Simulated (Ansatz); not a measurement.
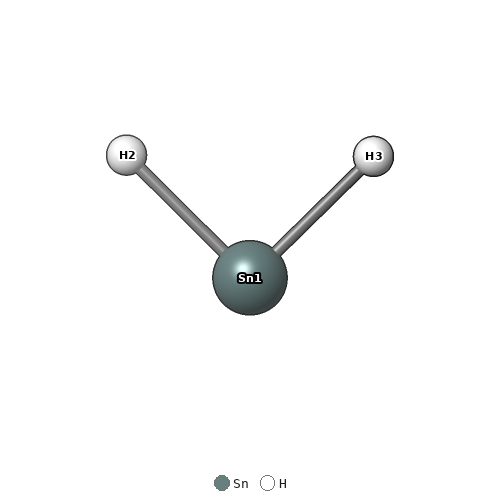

The system is SnH2; the picture shows the reference structure. Coordinates scanned: (1) angle H2–Sn1–H3 (carried through 180); (2) change of the bonds Sn1–H2, Sn1–H3, all alike. Nothing is relaxed (all other coordinates rigid). Grid: 9 × 9 points; 45 points were computed and 36 follow by symmetry. Points are written as (first, second). Energies: kJ/mol, counted from the relaxed molecule at the same level. Energies and slopes of some neighbouring points disagree (a jump in structure or state, or too coarse a mesh). The restricted reference is unstable at some or all points, so the energies there are unreliable. All numbers below come from RHF-CCSD(T), frozen core/def2-TZVP (Ansatz).

Its coordinates:

```yaml
atoms:
  - { symbol: Sn, position_ang: [0.0050, -0.0084, -0.8227] }
  - { symbol: H, position_ang: [1.2536, -0.0183, 0.4192] }
  - { symbol: H, position_ang: [-1.2585, 0.0267, 0.4035] }
```

Range: angle H2–Sn1–H3 (carried through 180) from 73.0 to 287.0°; change of the bonds Sn1–H2, Sn1–H3, all alike from −0.194 to 0.299 Å.

Predict the map.

The lowest grid point is at (99.8°, −0.009 Å), 4.1 kJ/mol from the relaxed molecule at the same level. The same energy is found at (260.2°, −0.009 Å). The highest grid point, (180.0°, 0.053 Å), lies 321 kJ/mol above the lowest.

| second ↓, first → | 73.0 | 99.8 | 126.5 | 153.3 | 180.0 | 206.7 | 233.5 | 260.2 | 287.0 |
| --- | --- | --- | --- | --- | --- | --- | --- | --- | --- |
| 0.299 | 79 | 70 | 116 | 209 | 290 | 209 | 116 | 70 | 79 |
| 0.238 | 59 | 49 | 99 | 198 | 309 | 198 | 99 | 49 | 59 |
| 0.176 | 42 | 31 | 83 | 188 | 319 | 188 | 83 | 31 | 42 |
| 0.114 | 28 | 17 | 71 | 181 | 295 | 181 | 71 | 17 | 28 |
| 0.053 | 20 | 7 | 63 | 177 | 326 | 177 | 63 | 7 | 20 |
| −0.009 | 19 | 4 | 61 | 177 | 307 | 177 | 61 | 4 | 19 |
| −0.070 | 27 | 10 | 67 | 183 | 294 | 183 | 67 | 10 | 27 |
| −0.132 | 47 | 26 | 83 | 196 | 291 | 196 | 83 | 26 | 47 |
| −0.194 | 81 | 58 | 112 | 220 | 301 | 220 | 112 | 58 | 81 |

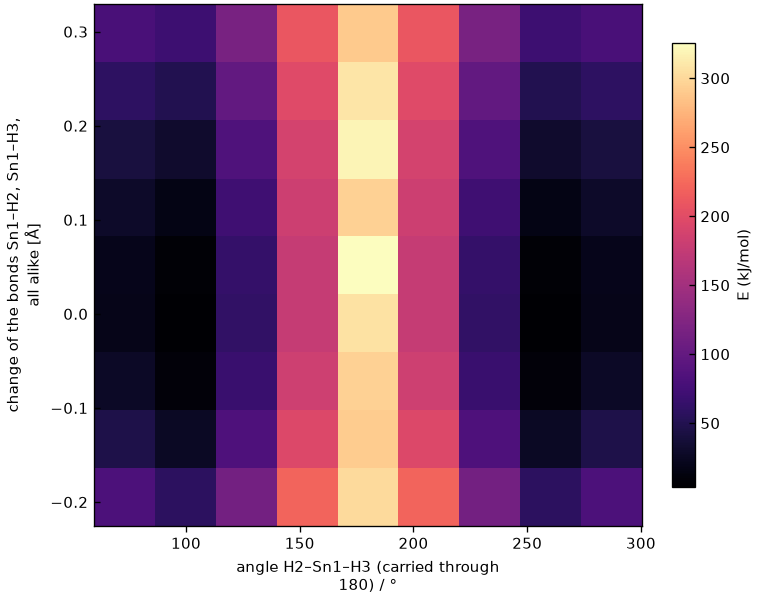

The picture shows one coloured cell a grid point.

Time for the 45 points that were run: 4.1 min on 1 thread of Arm Neoverse V2, with other jobs on the host.
